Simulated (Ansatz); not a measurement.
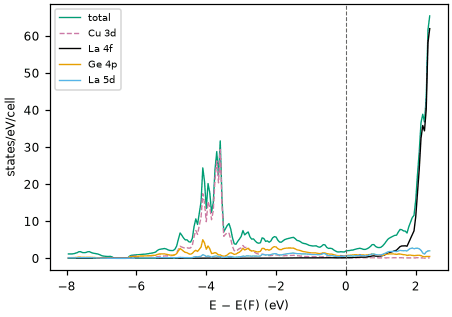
Figure: Total and projected density of states of LaCuGe2 in space group Cmcm (No. 63; La on 4c, Cu on 4c, Ge on 4c, Ge on 4c), DFT-r²SCAN in the program Ansatz with PAW potentials

Problem. Which orbitals carry the states next to the Fermi level?

Solution. Within 0.5 eV of the Fermi level: Ge 4p 40 %, La 5d 30 %, La 4f 9 %, Cu 3d 8 %, Ge 4s 7 %. Projections are on Löwdin-orthogonalised atomic valence shells; empty p or d shells of many metals are not among them.

Problem. Where is the tallest occupied peak in this window, and what makes it?

Solution. Near -3.6 eV, about 32 states/eV per cell; the largest projected share is Cu 3d.

The workflow started from a Materials Project entry (that database holds measured and hypothetical structures alike); the Crystallography Open Database copy checked does not list it. Whether it is the stable phase at ambient conditions was not checked. Symmetry was held in the r²SCAN relaxation; its stability against distortions is not shown here. No spin polarisation was allowed. Spin–orbit coupling is left out wherever it is not named.

Potentials: the earlier of the program's two PAW sets.
